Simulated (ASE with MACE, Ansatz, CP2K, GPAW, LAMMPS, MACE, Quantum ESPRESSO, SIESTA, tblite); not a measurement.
# Machine-learned potentials runs on liquid Zn38Se23S15 at 2640 K (76 atoms)

Aim: run liquid Zn38Se23S15 at 2640 K (76 atoms) in machine-learned potentials and see how near its forces come to a plane-wave reference, and at what cost.

Main program and level: ASE with MACE; the method is named at each step.

**1. Starting point**

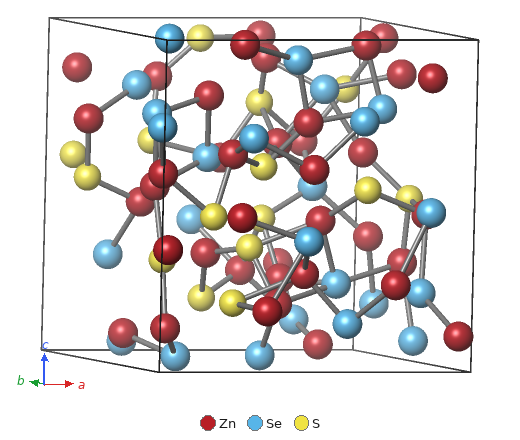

The cell as given, slightly off an axis (zinc red, selenium blue, sulfur yellow). Bonds to atoms that aren't drawn are left out. Some periodic images of atoms are drawn too.

The cell holds 76 atoms: 38 Zn, 23 Se and 15 S. Cell: a = 11.922 Å, b = 11.922 Å, c = 11.922 Å, α = 90.0°, β = 90.0°, γ = 90.0°. 76 atoms (38 Zn, 23 Se, 15 S) placed at random at 4.69 g/cm³, melted at 2640 K for 10 ps at fixed volume with the Stillinger-Weber II-VI potential (Zhou et al., Phys. Rev. B 88, 085309 (2013)). Snapshot at the end of a hold of 5 ps at 2640 K and fixed volume.

The yardstick, on the same geometry:

| Property | Result |
| --- | --- |
| method | Kohn-Sham DFT, PBE, SSSP efficiency 1.3.0 pseudopotentials, plane waves (Quantum ESPRESSO 7.5); sssp-pbe-1.3.0-efficiency, cutoffs 45/360 Ry, Γ point |
| r.m.s. force component | 0.7065 eV/Å |
| longest force | 3.132 eV/Å |
| pressure | -2.14 GPa |
| time | 8.1 min on 4 MPI ranks of Arm Neoverse V2, shared host |
| CPU time | 32 min |

**2. MACE MP-0b2 small potential**

Method: machine-learned interatomic potential MACE MP-0b2 small, trained on PBE(+U) plane-wave data.

run.py

```python
import numpy as np
from ase.io import read
import mlip  # loads the published weights by name

atoms = read("structure.xyz")
atoms.calc = mlip.calc("mace-mp-0b2-small")
energy = atoms.get_potential_energy()
forces = atoms.get_forces()
print(f"energy {energy:.6f} eV")
print("forces (eV/A)")
for i, (a, f) in enumerate(zip(atoms, forces)):
    print(f"{i:4d} {a.symbol:2s} {f[0]:10.5f} {f[1]:10.5f} {f[2]:10.5f}")
stress = -atoms.get_stress(voigt=False) * 160.21766
print("stress (GPa, compression positive)")
for row in stress:
    print(" ".join(f"{x:10.4f}" for x in row))
```

structure.xyz

```xyz
76
Lattice="11.92180 0.00000 0.00000 0.00000 11.92180 0.00000 0.00000 0.00000 11.92180" Properties=species:S:1:pos:R:3 pbc="T T T"
Zn 4.15510 0.18658 2.17299
Zn 1.25620 3.37661 6.90189
Zn 10.52361 0.83548 10.49154
Zn 3.91130 11.19898 9.86839
Zn 11.35146 8.08620 11.43968
Zn 6.87161 10.19707 2.98403
Zn 0.06855 7.89879 8.57702
Zn 6.31176 1.44671 7.16548
Zn 2.51145 8.88365 5.52516
Zn 3.96603 6.08048 9.52087
Zn 6.22998 2.04006 3.38472
Zn 0.58572 0.93550 4.32308
Zn 2.04137 6.26193 6.26491
Zn 11.39772 5.80556 3.54018
Zn 11.03875 8.34919 4.31200
Zn 4.40880 7.22366 3.80127
Zn 8.93265 7.60444 0.48879
Zn 8.07118 11.84419 11.28327
Zn 9.96496 6.22413 7.46400
Zn 11.22628 3.02182 5.45816
Zn 7.29638 7.31748 2.88031
Zn 8.97962 0.01168 3.12065
Zn 11.53076 0.29518 1.26216
Zn 6.97628 8.34896 10.72020
Zn 11.25478 5.90356 10.29424
Zn 6.98975 3.94397 8.69004
Zn 1.99690 4.76812 1.26013
Zn 6.10480 4.36350 2.14902
Zn 5.96483 10.07082 7.02349
Zn 3.92084 2.43634 11.58811
Zn 2.05985 9.15809 0.79518
Zn 7.79555 4.63353 5.12745
Zn 7.10313 7.34204 7.72914
Zn 4.06641 3.77551 7.56474
Zn 3.20220 0.41357 5.50883
Zn 9.23045 10.41548 7.58715
Zn 0.90618 11.37733 10.17812
Zn 9.07487 3.79471 11.46579
Se 2.86099 11.41298 0.36099
Se 1.70792 5.33048 8.92132
Se 8.97700 10.22294 1.20613
Se 0.55210 1.68896 8.66357
Se 11.78816 9.56927 1.81927
Se 10.36255 0.23689 5.69945
Se 6.20673 6.26443 0.18538
Se 5.60372 11.89009 4.68968
Se 8.63866 6.74655 9.69707
Se 3.98224 1.48713 8.28565
Se 8.73844 5.39628 2.80770
Se 0.92144 2.16989 11.82964
Se 9.66131 3.57451 9.19826
Se 7.82154 1.73868 1.61600
Se 2.05997 10.89450 3.50417
Se 11.67442 5.23677 0.77015
Se 7.97795 0.86803 8.93324
Se 2.19254 8.71472 9.72664
[... 16 atom lines left out ...]
S 11.48594 5.45136 5.86350
S 5.05842 9.25895 2.05496
S 3.44540 10.42752 7.62936
S 3.80484 2.77778 2.29840
```

Run with:

```sh
OMP_NUM_THREADS=1 python run.py > output.txt
```

The program printed:

```text
energy -192.986906 eV
forces (eV/A)
   0 Zn    0.17058    0.29451    1.31582
   1 Zn    0.90125    0.25697   -0.20878
   2 Zn    0.02020    0.06464    0.02931
   3 Zn   -1.24310    0.12020   -1.79001
   4 Zn    0.01211    0.74382    0.49356
   5 Zn    0.31604   -0.01695    0.12991
   6 Zn    0.07617    0.40521    0.75667
   7 Zn   -0.35620   -0.30969   -0.02518
   8 Zn    0.54840    0.30765   -0.18752
   9 Zn   -0.14778    0.60138    0.43438
  10 Zn   -0.69760   -0.35611   -0.12191
  11 Zn   -0.32669   -0.19068   -0.25269
  12 Zn   -0.52765   -0.03652   -0.23165
  13 Zn    0.32212    0.27522   -0.70577
  14 Zn    0.19387   -0.22919    0.15935
  15 Zn   -1.24658    2.43250   -0.74785
  16 Zn   -0.10255   -0.20799    0.43154
  17 Zn   -0.80642   -0.05941    0.20742
  18 Zn   -0.22104    0.24438    0.44505
  19 Zn   -1.28063   -0.22217   -0.77675
  20 Zn   -0.41387   -0.23338    0.01187
  21 Zn    0.22257    0.48420    0.52857
  22 Zn    0.19111    0.43403   -0.14637
  23 Zn   -0.76806   -0.72929    1.58295
[...]
68 S     2.02582   -0.35798    1.60382
  69 S     1.61801   -1.40658   -0.13432
  70 S    -0.70627    1.14432   -1.17821
  71 S    -0.12531    0.57001   -0.06701
  72 S     0.23086   -0.57194    0.46794
  73 S    -0.11882   -1.24955    0.88830
  74 S     0.80842   -0.35369   -0.75539
  75 S     1.04430   -0.55705   -1.31764
stress (GPa, compression positive)
   -0.8869    -0.1179     0.3274
   -0.1179    -1.4135     0.0860
    0.3274     0.0860    -2.2807
```

The job ended after 9.6 s (1 thread of Arm Neoverse V2, shared host; peak memory 0.68 GiB).

Banners, paths, timers and routine set-up lines are dropped from the logs unmarked, and long logs keep their key lines alone; longer cuts are marked.

Against the reference:

```
r.m.s. force component                  : 0.719 eV/Å
r.m.s. difference of force components   : 217.1 meV/Å
longest difference of force vectors     : 1102 meV/Å
force difference over r.m.s. force      : 30.73 %
slope of forces against the reference's : 0.9707
correlation of force components         : 0.9538
pressure                                : -1.527 GPa
pressure difference                     : 0.6133 GPa
```

Length of the force difference by element (eV/Å):

```tsv
element	atoms	mean	most
S	15	0.37	0.74
Se	23	0.44	1.1
Zn	38	0.25	0.59
```

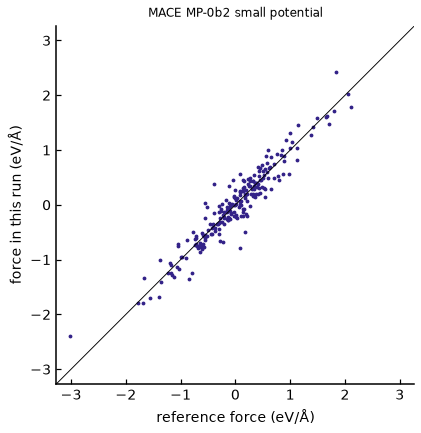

Force components against those of the reference; the line marks equality.

The surroundings of Zn23, picked at random, nearest first, numbered as they follow in the input and with coordinates relative to it.

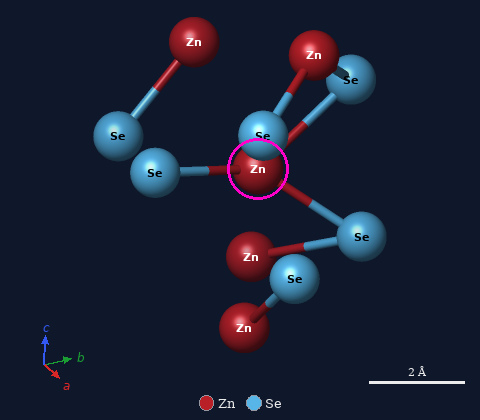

The atoms of the table, within 3.6 Å (arrows a, b, c point along x, y, z); some may hide others; the central atom is ringed.

```tsv
atom	x	y	z	distance (Å)	bonds	Fx	Fy	Fz (eV/Å)
Zn23	0.00	0.00	0.00	0.00	3	0.19	0.43	-0.15
Se50	1.31	1.87	-1.35	2.66	5	-0.08	-0.43	-0.26
Se43	0.26	-2.65	0.56	2.72	4	0.20	-0.48	-0.55
Se58	-0.55	2.45	1.39	2.87	4	0.93	-0.96	1.27
Zn3	-1.01	0.54	-2.69	2.92	4	0.02	0.06	0.03
Zn22	-2.55	-0.28	1.86	3.17	3	0.22	0.48	0.53
Se41	-2.55	-1.99	-0.06	3.24	4	-1.01	0.29	-0.20
Zn12	0.98	0.64	3.06	3.28	4	-0.33	-0.19	-0.25
Zn37	1.30	-0.84	-3.01	3.38	5	-0.17	-0.64	-0.04
Se39	3.25	-0.80	-0.90	3.47	5	-0.72	-0.30	-1.68
Se53	2.45	-1.32	2.24	3.58	5	0.38	0.82	1.43
```

Atoms are counted from 1 here, from 0 in the log.

Forces lie 31 % from the reference's, at 0.0026 times its CPU time (on 1 against 4 cores).

**3. MACE MP-0b3 medium potential**

Method: machine-learned interatomic potential MACE MP-0b3 medium, trained on PBE(+U) plane-wave data.

run.py, as its differences from that of step 2:

```diff
@@ -5,3 +5,3 @@
 atoms = read("structure.xyz")
-atoms.calc = mlip.calc("mace-mp-0b2-small")
+atoms.calc = mlip.calc("mace-mp-0b3-medium")
 energy = atoms.get_potential_energy()
```

structure.xyz is that of step 2.

The program printed:

```text
energy -191.909294 eV
forces (eV/A)
   0 Zn    0.02566    0.49504    1.07365
   1 Zn    0.72916    0.33461   -0.32770
   2 Zn   -0.15755   -0.10433    0.04817
   3 Zn   -1.14516   -0.06530   -1.73533
   4 Zn   -0.15124    0.75709    0.33842
   5 Zn    0.15713    0.00936    0.03771
   6 Zn    0.15751    0.47921    0.47912
   7 Zn   -0.18945   -0.35729    0.30026
   8 Zn    0.23785    0.25082   -0.12000
   9 Zn   -0.52553    0.71505    0.36314
  10 Zn   -0.69955   -0.09404   -0.21389
  11 Zn   -0.23728   -0.20400   -0.31274
  12 Zn   -0.53216   -0.08731   -0.42214
  13 Zn    0.42315    0.40125   -0.45939
  14 Zn    0.23271   -0.32152    0.16667
  15 Zn   -1.36130    2.35406   -0.72171
  16 Zn   -0.08655   -0.26621    0.32203
  17 Zn   -0.74074   -0.05929    0.08047
  18 Zn    0.04011    0.05860    0.10811
  19 Zn   -0.84646   -0.06557   -0.55783
  20 Zn   -0.49750    0.03029    0.03004
  21 Zn    0.24615    0.61377    0.49100
  22 Zn    0.33821    0.52523   -0.14317
  23 Zn   -0.65566   -0.59500    1.53689
[...]
68 S     2.14133   -0.13785    1.53110
  69 S     1.64875   -1.53798   -0.33041
  70 S    -1.12461    1.22948   -1.11158
  71 S    -0.21344    0.50608   -0.06705
  72 S    -0.04105   -0.62954    0.52044
  73 S     0.05102   -1.16292    0.85597
  74 S     0.88069   -0.33562   -0.78255
  75 S     1.09813   -0.58499   -1.29838
stress (GPa, compression positive)
   -1.0905    -0.1500     0.0968
   -0.1500    -1.7204     0.0516
    0.0968     0.0516    -2.6000
```

It took 5.7 s on 1 thread; peak memory 0.9 GiB.

Compared with the plane-wave run:

```
r.m.s. force component                  : 0.717 eV/Å
r.m.s. difference of force components   : 204.1 meV/Å
longest difference of force vectors     : 974.6 meV/Å
force difference over r.m.s. force      : 28.89 %
slope of forces against the reference's : 0.9732
correlation of force components         : 0.959
pressure                                : -1.804 GPa
pressure difference                     : 0.3367 GPa
```

Against the first run (31 %), the force difference from the reference is 29 %, at 1.1 times the CPU time.

**4. MACE MPA-0 medium potential**

Method: machine-learned interatomic potential MACE MPA-0 medium, trained on PBE(+U) plane-wave data.

run.py, as its differences from that of step 3:

```diff
@@ -5,3 +5,3 @@
 atoms = read("structure.xyz")
-atoms.calc = mlip.calc("mace-mp-0b3-medium")
+atoms.calc = mlip.calc("mace-mpa-0-medium")
 energy = atoms.get_potential_energy()
```

structure.xyz is that of step 3.

The program printed:

```text
energy -189.659714 eV
forces (eV/A)
   0 Zn    0.05058    0.48856    1.08957
   1 Zn    0.81208    0.12688   -0.05801
   2 Zn   -0.17804    0.17255   -0.12059
   3 Zn   -1.09951   -0.03265   -1.76017
   4 Zn   -0.03046    0.78293    0.22693
   5 Zn    0.07990   -0.08001    0.02864
   6 Zn    0.10477    0.50508    0.49051
   7 Zn   -0.13682   -0.16755    0.17132
   8 Zn    0.23941    0.44312   -0.03061
   9 Zn   -0.37581    0.68372    0.27111
  10 Zn   -0.76955   -0.36357    0.01934
  11 Zn   -0.26860   -0.17550   -0.23624
  12 Zn   -0.39612   -0.20291   -0.28396
  13 Zn    0.41927   -0.04211   -0.50597
  14 Zn    0.23545    0.03583    0.24143
  15 Zn   -1.24430    1.87690   -0.74311
  16 Zn   -0.06669   -0.08033    0.12416
  17 Zn   -0.73524   -0.04069    0.11594
  18 Zn   -0.00481    0.04137    0.28988
  19 Zn   -1.19454   -0.19463   -0.54139
  20 Zn   -0.57363   -0.14495   -0.03459
  21 Zn    0.38036    0.57220    0.35027
  22 Zn    0.21455    0.38990   -0.08057
  23 Zn   -0.62846   -0.84403    1.60611
[...]
68 S     2.06628   -0.18582    1.42840
  69 S     1.63765   -1.14844   -0.35111
  70 S    -1.25514    1.22537   -0.98640
  71 S    -0.01191    0.70659    0.02070
  72 S     0.13323   -0.62388    0.46657
  73 S     0.05125   -1.11124    0.92456
  74 S     0.81218   -0.48961   -0.87745
  75 S     1.17679   -0.88134   -1.34695
stress (GPa, compression positive)
   -1.1535    -0.0119     0.3077
   -0.0119    -1.5377     0.1140
    0.3077     0.1140    -2.8321
```

Elapsed: 5.4 s, on 1 thread; peak memory 0.89 GiB.

Compared with the plane-wave run:

- r.m.s. force component: 0.7152 eV/Å
- r.m.s. difference of force components: 147.4 meV/Å
- longest difference of force vectors: 711.9 meV/Å
- force difference over r.m.s. force: 20.87 %
- slope of forces against the reference's: 0.9906
- correlation of force components: 0.9786
- pressure: -1.841 GPa
- pressure difference: 0.2992 GPa

Against the first run (31 %), the force difference from the reference is 21 %, at 1.1 times the CPU time.

**5. The ladder**

Differences are against the plane-wave reference, forces as r.m.s. over components; share is that over the reference's r.m.s. force, slope the least-squares factor from reference forces to these. Total energies of different programs have different zeros and aren't compared.

```tsv
run	Δ force, r.m.s. (meV/Å)	share (%)	slope	Δ pressure (GPa)	cores	CPU time	memory (GiB)
reference	-	-	-	-	4	32 min	4.5
MACE MP-0b2 small potential	217	30.7	0.971	0.613	1	5.1 s	0.68
MACE MP-0b3 medium potential	204	28.9	0.973	0.337	1	5.3 s	0.9
MACE MPA-0 medium potential	147	20.9	0.991	0.299	1	5.4 s	0.89
```

Times of the machine-learned potentials are mostly Python's start and the loading of weights.

CPU time is summed over cores on a shared host, where runs went side by side, so it is rough. Symmetry, cutoffs, thresholds, outputs and thread counts weren't matched or tuned between programs; memory under MPI is the largest rank's times the ranks.

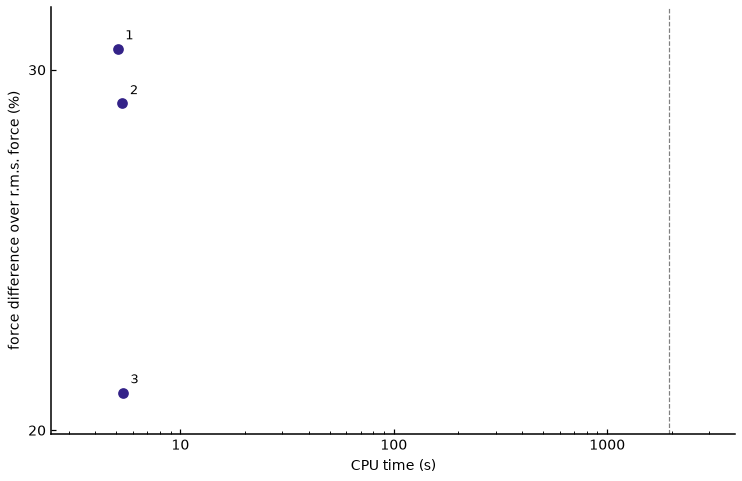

Force difference against CPU time; the dashed line marks the reference's time. Points: 1 MACE MP-0b2 small potential; 2 MACE MP-0b3 medium potential; 3 MACE MPA-0 medium potential.

**6. Results**

```yaml
nearest_in_forces: MACE MPA-0 medium potential, 21 %
its_cpu_time: 5.4 s
```

What this shows: Machine-learned potentials differ by 21 % (MACE MPA-0 medium potential) to 31 % (MACE MP-0b2 small potential); they were trained on other programs' data. The reference's pressure holds the uncorrected Pulay stress of its 45 Ry basis, so small pressure differences, and their order, may be the reference's own error. The frame stands for 2640 K, but pressures are static and levels are smeared at 580 K, under the temperature of the frame, which matters where levels are partly filled. Machine-learned potentials mimic data converged in k, so the reference's own k-point error enters their differences. The network of bonds at the start is that of the classical potential that made the cell, and needn't be the one that DFT or experiment would give. The electronic-structure runs sample only Γ, in a cell whose shortest periodic width is 12 Å, which is coarse for a cell with partly filled levels.

[Also dropped from logs without a mark: logging warnings of Python, and SIESTA's first energy breakdown and zero terms.]

[Logs are printed without paths, hosts, clocks, repeated set-up lines and the standing remarks that a program may print on its own settings, such as how far it seeks lower states.]

[Hosts, paths, dates, database ids (printed as entryN), source tags and the programs' standing remarks are cut or masked in the printed files.]
